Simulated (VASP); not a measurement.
Band structure of ZnSe (zinc blende). All values below come from PBE GGA, VASP's PBE PAW potentials (set 64) (plane waves; VASP).

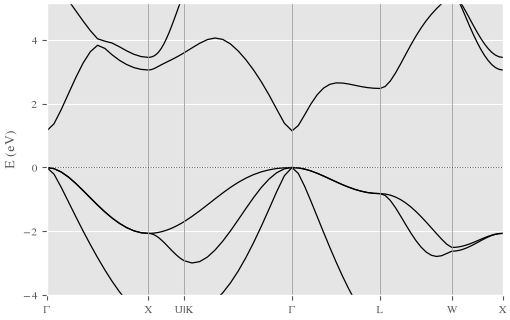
*Bands along high-symmetry lines, zero at the valence-band maximum or, without a gap, the Fermi level*

**Question.** Read the plot: is there a gap, and where are the band edges?

**Answer.** The gap is direct, 1.15 eV, from the valence maximum at Γ to the conduction minimum at Γ. (Edges off the drawn lines would not show.)

Measured: gap 2.87 eV (computed value off by -1.72 eV), as given by Wei Chen et al., Physical Review Materials (2018), doi:10.1103/physrevmaterials.2.073803 [zero-point renormalisation of 0.05 eV added back (the table's ZPR column)].

The compound is ZnSe in the zinc blende structure. It was relaxed first.
